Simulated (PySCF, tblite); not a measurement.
# C4H7N3OSi: geometry, infrared bands and NMR shifts

Aim: predict the infrared bands and NMR shifts of C4H7N3OSi (`O=C[SiH2]Cc1ncn[nH]1`).

Programs: tblite 0.8.0 and PySCF 2.14.0, with density-fitted response routines of our own. Each step states its level of theory. These are calculated values for one molecule in the gas phase, unless marked as measured. Atoms are numbered from 0 throughout.

### 1 The molecule as given

16 atoms, charge 0, multiplicity 1; geometry from: force field or distance geometry start.

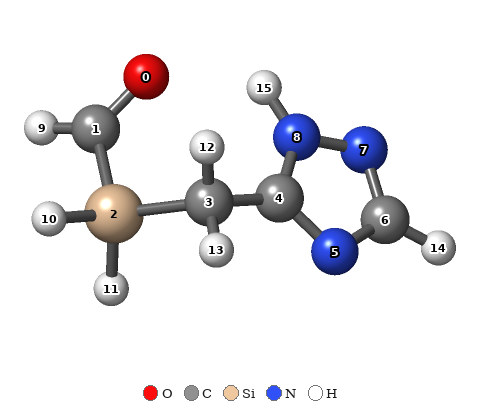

As it starts; oxygen red, carbon grey, silicon light orange, nitrogen blue, hydrogen white, atoms numbered.

### 2 Geometry optimisation with GFN2-xTB

The job: settings as JSON, then the geometry in Å.

```
{"job": {"kind": "relax", "xc": "GFN2-xTB", "basis": "xTB"}, "charge": 0, "multiplicity": 1}
O     -1.653900     0.102200     1.723200
C     -2.348200     0.355500     0.726200
Si    -1.693700    -0.207700    -0.937000
C     -0.053700    -1.058200    -0.740500
C      1.033700    -0.224400    -0.156600
N      2.107200     0.211500    -0.785300
C      2.774600     0.908100     0.186700
N      2.176200     0.939700     1.383600
N      1.072500     0.203000     1.140400
H     -3.313000     0.877400     0.768100
H     -2.675900    -1.150200    -1.563900
H     -1.595800     0.951200    -1.867000
H     -0.193100    -1.947100    -0.085500
H      0.271500    -1.440000    -1.714400
H      3.717500     1.411500     0.027900
H      0.366600     0.076500     1.882700
```

Launch:

```sh
> OMP_NUM_THREADS=1 python probes_run.py task.json out
```

One launch serves the whole session: the jobs run in the order shown.

What it wrote:

```text
step      E/eV     max force
  0    -724.93448    2.355
  1    -725.08017    2.713
  2    -725.14452    0.795
  3    -725.16160    0.495
  4    -725.17670    0.254
  5    -725.18437    0.221
  6    -725.18757    0.197
  7    -725.19094    0.165
  8    -725.19375    0.158
  9    -725.19591    0.164
 10    -725.19732    0.119
 11    -725.19839    0.100
 12    -725.19926    0.095
 13    -725.19995    0.067
 14    -725.20043    0.057
 15    -725.20081    0.050
 16    -725.20124    0.058
 17    -725.20176    0.063
 18    -725.20230    0.073
 19    -725.20274    0.056
 20    -725.20305    0.042
 21    -725.20331    0.045
 22    -725.20357    0.047
 23    -725.20382    0.046
 24    -725.20405    0.041
 25    -725.20430    0.044
 26    -725.20461    0.052
 27    -725.20498    0.067
 28    -725.20532    0.052
 29    -725.20554    0.030
 30    -725.20569    0.027
 31    -725.20583    0.032
 32    -725.20601    0.039
 33    -725.20622    0.044
 34    -725.20641    0.048
 35    -725.20655    0.032
 36    -725.20666    0.025
 37    -725.20679    0.034
 38    -725.20696    0.048
 39    -725.20717    0.056
 40    -725.20736    0.037
 41    -725.20746    0.025
 42    -725.20753    0.020
 43    -725.20759    0.029
 44    -725.20768    0.031
 45    -725.20779    0.033
 46    -725.20789    0.028
 47    -725.20799    0.020
 48    -725.20807    0.025
 49    -725.20816    0.025
 50    -725.20823    0.024
 51    -725.20830    0.023
 52    -725.20838    0.022
 53    -725.20848    0.025
 54    -725.20859    0.027
 55    -725.20869    0.024
 56    -725.20878    0.020
 57    -725.20886    0.024
 58    -725.20895    0.030
 59    -725.20906    0.037
 60    -725.20916    0.031
 61    -725.20923    0.019
 62    -725.20928    0.019
 63    -725.20931    0.018
 64    -725.20935    0.019
 65    -725.20941    0.024
 66    -725.20947    0.025
 67    -725.20951    0.014
 68    -725.20953    0.011
 69    -725.20955    0.010
```

Run time: 0.83 s. Hardware: 1 thread of Arm Neoverse N1, shared host; peak memory 0.18 GiB.

Along the way: (not every step is listed)

| step | energy from step 0 (eV) | largest force (eV/Å) |
| --- | --- | --- |
| 0 | 0.0000 | 2.3552 |
| 1 | -0.1457 | 2.7128 |
| 2 | -0.2100 | 0.7951 |
| 3 | -0.2271 | 0.4947 |
| 4 | -0.2422 | 0.2538 |
| 5 | -0.2499 | 0.2215 |
| 6 | -0.2531 | 0.1969 |
| 7 | -0.2565 | 0.1652 |
| 8 | -0.2593 | 0.1581 |
| 13 | -0.2655 | 0.0670 |
| 18 | -0.2678 | 0.0734 |
| 23 | -0.2693 | 0.0461 |
| 28 | -0.2708 | 0.0521 |
| 33 | -0.2717 | 0.0436 |
| 38 | -0.2725 | 0.0475 |
| 43 | -0.2731 | 0.0293 |
| 48 | -0.2736 | 0.0249 |
| 53 | -0.2740 | 0.0246 |
| 58 | -0.2745 | 0.0298 |
| 63 | -0.2748 | 0.0177 |
| 64 | -0.2749 | 0.0189 |
| 65 | -0.2749 | 0.0245 |
| 66 | -0.2750 | 0.0248 |
| 67 | -0.2750 | 0.0144 |
| 68 | -0.2750 | 0.0115 |
| 69 | -0.2751 | 0.0098 |

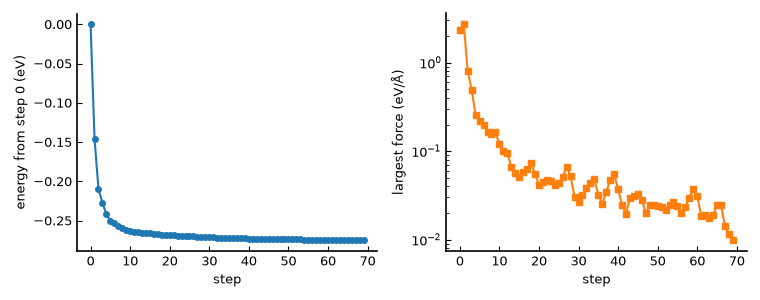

Energy and force, step by step.

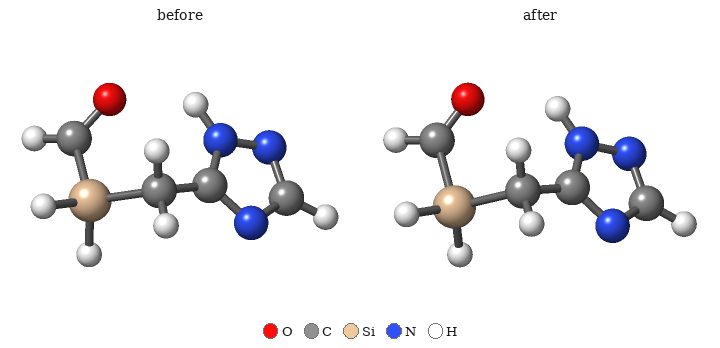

The geometry before (left) and after (right).

Close pairs (by a distance rule), those that changed most:

| bond | before (Å) | after (Å) | change (Å) |
| --- | --- | --- | --- |
| C1–Si2 | 1.874 | 1.929 | +0.055 |
| Si2–C3 | 1.858 | 1.910 | +0.052 |
| Si2–H10 | 1.499 | 1.464 | -0.035 |
| O0–C1 | 1.241 | 1.207 | -0.034 |
| C6–N7 | 1.339 | 1.310 | -0.029 |
| Si2–H11 | 1.489 | 1.461 | -0.028 |
| N8–H15 | 1.032 | 1.011 | -0.021 |
| C3–H12 | 1.113 | 1.092 | -0.021 |

The next job starts from the end point, and lists it.

### 3 Infrared spectrum with GFN2-xTB

The job: settings as JSON, then the geometry in Å.

```
{"job": {"kind": "ir", "xc": "GFN2-xTB", "basis": "xTB"}, "charge": 0, "multiplicity": 1}
O     -1.761105     0.094387     1.779360
C     -2.335585     0.308676     0.739730
Si    -1.637086    -0.157272    -0.996704
C     -0.026347    -1.138829    -0.699360
C      1.036641    -0.271803    -0.149587
N      2.086733     0.192174    -0.794033
C      2.724875     0.938255     0.131423
N      2.131686     0.966829     1.299044
N      1.053009     0.190678     1.118688
H     -3.329574     0.800513     0.772601
H     -2.647577    -1.001878    -1.636434
H     -1.421433     1.094933    -1.718004
H     -0.220359    -1.956288    -0.001532
H      0.338110    -1.567183    -1.631462
H      3.637173     1.459643    -0.070767
H      0.363239     0.056108     1.845624
```

What it wrote:

```text
mode    cm-1     km/mol
  1      38.5      2.41
  2      75.5      4.50
  3      99.0      3.77
  4     116.3      2.39
  5     145.8      8.11
  6     292.4      0.90
  7     312.6      7.88
  8     378.2     27.67
  9     418.0     35.86
 10     521.1      1.55
 11     605.3     55.93
 12     620.0     21.43
 13     653.8     13.33
 14     678.3     45.17
 15     700.0     73.41
 16     732.3     55.48
 17     744.7    150.64
 18     772.9     76.09
 19     786.3     68.93
 20     795.9    150.51
 21     856.9      1.42
 22     957.4     23.95
 23    1028.1     22.39
 24    1070.1     31.23
 25    1100.2     28.19
 26    1145.5      3.74
 27    1208.7     48.20
 28    1228.2      7.05
 29    1305.8     42.38
 30    1358.3     47.32
 31    1376.0     17.45
 32    1426.1     10.69
 33    1463.3     91.95
 34    1544.4     85.97
 35    1738.4    128.53
 36    2265.9    283.37
 37    2293.6    203.58
 38    2720.2    152.47
 39    2963.7     16.70
 40    3017.7      5.60
 41    3195.1     19.71
 42    3395.8     63.19
```

It took 1 s on 1 thread of Arm Neoverse N1, shared host; peak memory 0.18 GiB.

Which atoms move in the most intense modes:

| cm⁻¹ | km/mol | atoms |
| --- | --- | --- |
| 745 | 150.6 | H10 36 %, H11 27 %, C3 14 % |
| 796 | 150.5 | C3 29 %, Si2 19 %, H13 18 % |
| 1463 | 92.0 | C6 34 %, C4 28 %, N7 20 % |
| 1544 | 86.0 | C4 51 %, N5 19 %, C6 12 % |
| 1738 | 128.5 | C1 58 %, O0 41 % |
| 2266 | 283.4 | H10 96 % |
| 2294 | 203.6 | H11 97 % |
| 2720 | 152.5 | H9 94 % |

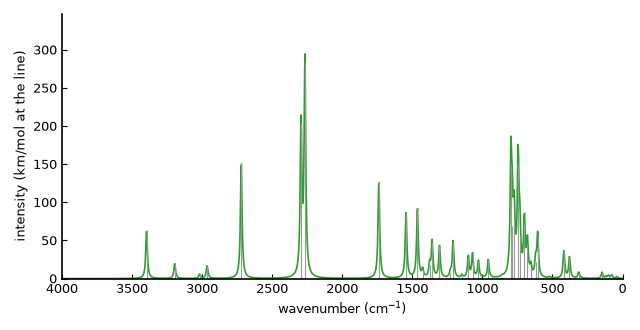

The infrared spectrum from these modes, unscaled. Lines are broadened to a width of 14 cm⁻¹ (Lorentzian).

### 4 Shielding tensors: PBE0/pcSseg-1

Same as in step 3 but for these lines:

```diff
@@ -1,2 +1,2 @@
-{"job": {"kind": "ir", "xc": "GFN2-xTB", "basis": "xTB"}, "charge": 0, "multiplicity": 1}
+{"job": {"kind": "nmr", "xc": "PBE0", "basis": "pcSseg-1"}, "charge": 0, "multiplicity": 1}
 O     -1.761105     0.094387     1.779360
```

Level: GIAO PBE0/pcSseg-1 NMR shielding, non-relativistic, gas phase.

What it wrote:

```text
coarse grid: 14584 points
cycle   1  E = -684.7678067857  dE =  1.631e+00  |g| = 8.036e-01  |ddm| = 3.795e+00
cycle   2  E = -684.3635904737  dE =  4.042e-01  |g| = 1.636e+00  |ddm| = 1.763e+00
cycle   3  E = -684.8988166578  dE = -5.352e-01  |g| = 1.416e-01  |ddm| = 1.273e+00
cycle   4  E = -684.9015587559  dE = -2.742e-03  |g| = 9.340e-02  |ddm| = 1.605e-01
cycle   5  E = -684.9031464242  dE = -1.588e-03  |g| = 2.588e-02  |ddm| = 6.921e-02
cycle   6  E = -684.9032706858  dE = -1.243e-04  |g| = 9.039e-03  |ddm| = 2.268e-02
cycle   7  E = -684.9032881003  dE = -1.741e-05  |g| = 2.758e-03  |ddm| = 8.439e-03
cycle   8  E = -684.9032896267  dE = -1.526e-06  |g| = 8.864e-04  |ddm| = 2.419e-03
final grid: 138552 points
cycle   9  E = -684.9615754502  dE = -2.580e-05  |g| = 1.121e-02  |ddm| = 2.966e-02
cycle  10  E = -684.9615230935  dE =  5.236e-05  |g| = 2.026e-02  |ddm| = 1.923e-02
cycle  11  E = -684.9615992701  dE = -7.618e-05  |g| = 2.633e-03  |ddm| = 1.233e-02
cycle  12  E = -684.9616007373  dE = -1.467e-06  |g| = 2.625e-04  |ddm| = 2.125e-03
cycle  13  E = -684.9616007460  dE = -8.730e-09  |g| = 1.874e-04  |ddm| = 3.285e-04
cycle  14  E = -684.9616007535  dE = -7.485e-09  |g| = 4.707e-05  |ddm| = 1.545e-04
cycle  15  E = -684.9616007539  dE = -3.638e-10  |g| = 2.543e-05  |ddm| = 5.026e-05
converged SCF energy = -684.9616007539

GIAO shielding tensors (ppm)
atom      isotropic    diamagn.    paramagn.     s11        s22        s33       span
  0 O     -564.572     404.311    -968.882  -1585.974   -522.995    415.255   2001.229
  1 C      -65.854     254.163    -320.017   -207.451    -89.106     98.995    306.446
  2 Si     402.701     881.129    -478.429    363.728    389.298    455.076     91.348
  3 C      177.277     252.108     -74.831    164.916    167.085    199.831     34.915
  4 C       31.342     256.864    -225.521    -32.315     14.260    112.082    144.397
  5 N      -19.909     331.850    -351.758   -185.024    -89.010    214.308    399.332
  6 C       31.697     255.049    -223.352    -52.581     40.575    107.097    159.678
  7 N      -65.832     325.109    -390.940   -290.416    -75.641    168.562    458.978
  8 N       33.651     328.014    -294.363    -82.031     60.547    122.437    204.468
  9 H       19.328      26.867      -7.539     13.856     19.907     24.221     10.365
 10 H       27.149      28.918      -1.769     23.939     25.042     32.465      8.526
 11 H       27.421      29.598      -2.177     23.927     26.599     31.737      7.810
 12 H       29.139      31.184      -2.045     24.796     28.035     34.585      9.790
 13 H       28.968      29.872      -0.904     23.736     27.621     35.547     11.811
 14 H       24.000      29.540      -5.540     21.178     25.224     25.597      4.419
 15 H       20.410      35.542     -15.132     13.926     23.025     24.281     10.355
```

It took 62 s on 1 thread of Arm Neoverse N1, shared host; peak memory 0.85 GiB.

Shifts follow as δ = σ(reference) − σ, with reference shieldings (ppm) from runs at the same level and on the same kind of geometry: 1H TMS 31.72, 13C TMS 186.9, 29Si TMS 349.2, 15N NH3 267.7, 17O H2O 336.1. The references are single molecules in the gas phase, so shifts against H2O, NH3, PH3, H3PO4 or CFCl3 are not on the usual liquid scales and can be off by tens of ppm. Atoms listed in one row are averaged.

| atoms | environment | σ (ppm) | δ (ppm) | δ scaled to CDCl3 |
| --- | --- | --- | --- | --- |
| C1 | carbonyl carbon | -65.9 | 252.8 | 244.8 |
| C4 | substituted aromatic carbon next to a ring nitrogen | 31.3 | 155.6 | 149.9 |
| C6 | aromatic CH between two ring heteroatoms | 31.7 | 155.2 | 149.6 |
| C3 | sp3 CH2 bonded to Si, on an aromatic ring | 177.3 | 9.6 | 7.5 |
| H9 | hydrogen on a carbonyl carbon | 19.33 | 12.39 | 11.79 |
| H15 | hydrogen on a pyrrole-type ring nitrogen | 20.41 | 11.31 | – |
| H14 | hydrogen on an aromatic CH between two ring heteroatoms | 24.00 | 7.72 | 7.38 |
| H10, H11 | hydrogen on a silicon bonded to 2 C | 27.28 | 4.43 | – |
| H12, H13 | hydrogen on an sp3 CH2 bonded to Si, on an aromatic ring | 29.05 | 2.66 | 2.62 |
| O0 | carbonyl oxygen | -564.6 | 900.7 | – |
| Si2 | silicon bonded to 2 C, 2 H | 402.7 | -53.5 | – |
| N7 | pyridine-type nitrogen of an azole | -65.8 | 333.6 | – |
| N5 | pyridine-type nitrogen of an azole | -19.9 | 287.6 | – |
| N8 | pyrrole-type ring nitrogen | 33.7 | 234.1 | – |

The scaled column applies a straight-line fit of computed shieldings to shifts measured in CDCl3 (root-mean-square error 0.16 ppm for H, 1.9 ppm for C).

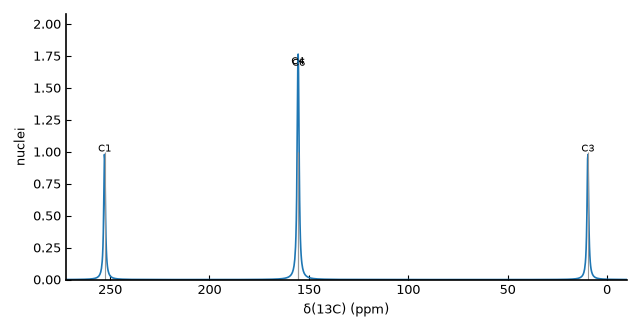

13C lines at the computed shifts, without couplings. Lines are broadened to a width of 0.97 ppm (Lorentzian).

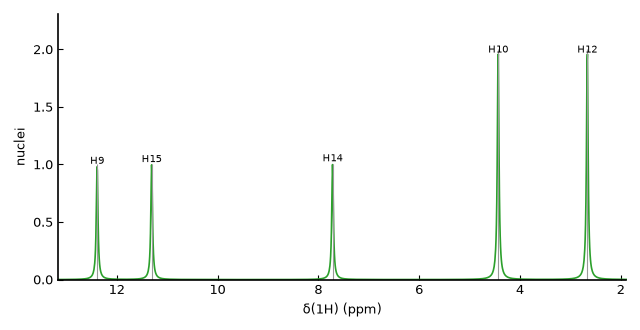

1H lines at the computed shifts, without couplings. Lines are broadened to a width of 0.04 ppm (Lorentzian).

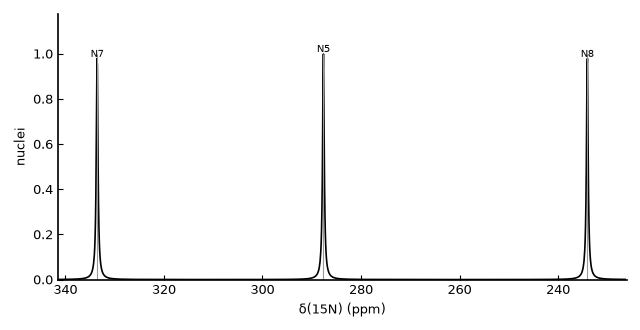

15N lines at the computed shifts, without couplings. Lines are broadened to a width of 0.40 ppm (Lorentzian).

Charges from the same density, by scheme (e):

| atoms | Mulliken | IAO | Hirshfeld | ESP fit |
| --- | --- | --- | --- | --- |
| O0 | -0.37 | -0.37 | -0.18 | -0.39 |
| C1 | -0.01 | 0.02 | 0.06 | 0.27 |
| Si2 | 0.64 | 0.71 | 0.35 | 0.42 |
| C3 | -0.42 | -0.56 | -0.15 | -0.32 |
| C4 | 0.26 | 0.19 | 0.09 | 0.36 |
| N5 | -0.44 | -0.37 | -0.23 | -0.69 |
| C6 | 0.18 | 0.04 | 0.02 | 0.50 |
| N7 | -0.23 | -0.26 | -0.17 | -0.62 |
| N8 | -0.27 | -0.14 | -0.02 | 0.12 |

Hirshfeld charges:

O0 -0.18; C1 0.06; Si2 0.35; C3 -0.15; C4 0.09; N5 -0.23; C6 0.02; N7 -0.17; N8 -0.02; H9 0.04; H10 -0.07; H11 -0.06; H12 0.05; H13 0.06; H14 0.06; H15 0.13

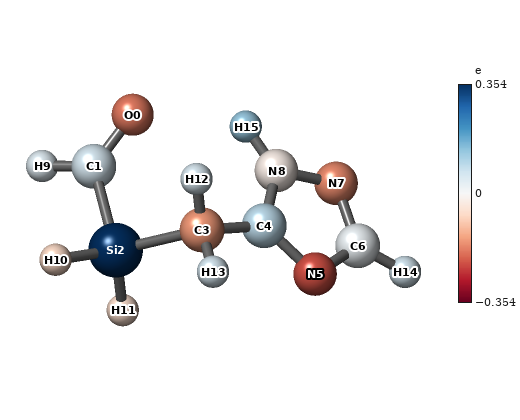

Hirshfeld charges, as colours on the atoms.

Mayer bond orders: O0–C1 1.91, C1–Si2 0.83, Si2–C3 0.89, C3–C4 1.02, C4–N5 1.53, N5–C6 1.38, C6–N7 1.61, N7–N8 1.17, N8–C4 1.16.

Ring of atoms C4, N5, C6, N7, N8: NICS(0) -12.5, NICS(1) -11.7, NICS(1)zz -31.2 ppm (means of both faces).

### 5 What came out

| quantity | value |
| --- | --- |
| strongest single infrared mode (GFN2-xTB) | 2266 cm⁻¹, 283 km/mol |
| zero-point energy (GFN2-xTB) | 68.8 kcal/mol |
| 13C shifts against TMS (PBE0/pcSseg-1) | 252.8, 155.6, 155.2, 9.6 ppm |
| 1H shifts against TMS (PBE0/pcSseg-1, means over atoms taken as alike) | 12.39, 11.31, 7.72, 4.43, 2.66 ppm |
| 17O shifts against H2O (PBE0/pcSseg-1) | 900.7 ppm |
| 29Si shifts against TMS (PBE0/pcSseg-1) | -53.5 ppm |
| 15N shifts against NH3 (PBE0/pcSseg-1) | 333.6, 287.6, 234.1 ppm |

In words: Over 69 steps the energy fell by 0.275 eV; of the close pairs, C1–Si2 changed most, 1.874 to 1.929 Å. No mode is imaginary among the 42: a minimum at this level. The strongest single mode, at 2266 cm⁻¹, moves mainly H10. Unscaled tight-binding wavenumbers are off by several per cent, some by more. Its intensities can rank the bands wrongly. At PBE0/pcSseg-1: Shielding is most anisotropic at O0 (span 2001 ppm, paramagnetic term -969 ppm). NICS(1)zz of -31 ppm above the planar ring from C4 marks a diatropic (aromatic) ring current.
